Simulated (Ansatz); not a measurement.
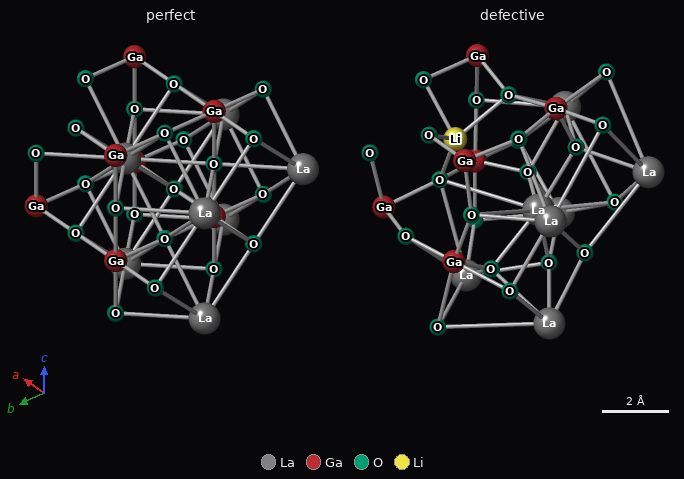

Left: perfect LaGaO3. Right: the same region with a pair of point defects, after relaxing the atoms in a supercell of 40 sites. The picture is a ball-and-stick view of the atoms within 4.9 Å of one point, seen from a free direction.

The calculation used DFT, PBEsol, PAW, plane waves in Ansatz 0.2.0. Settings: plane-wave cutoff 420 eV; k-point mesh 1 × 1 × 1; mesh shifted by (0.25, 0.25, 0.25); collinear spin. Fermi-Dirac smearing of 0.01 eV. The axes drawn are those of the host's conventional cell.

Q: What kind of defect was made?

A: A lanthanum atom is replaced by lithium and a gallium atom is replaced by lanthanum, the two sites 3.3 Å apart.

The charge state of the cell is 0.

Q: What does the relaxation do around it?

A: In the host the La atom has 12 O at 2.73 Å; the Li atom ends with 4 O at 1.97 to 2.13 Å. In the host the Ga atom has 6 O at 1.93 Å; the La atom ends with 6 O at 2.16 to 2.59 Å. Of the host's atoms, an oxygen atom moves furthest from its site, by 1.11 Å. The Li atom itself moves 0.71 Å from where it was put. The La atom itself moves 0.67 Å from where it was put. The cell ends without a net magnetic moment.

Limits of the set-up: the periodic images lie only 7.7 Å apart, so the values are limited by the cell's size.
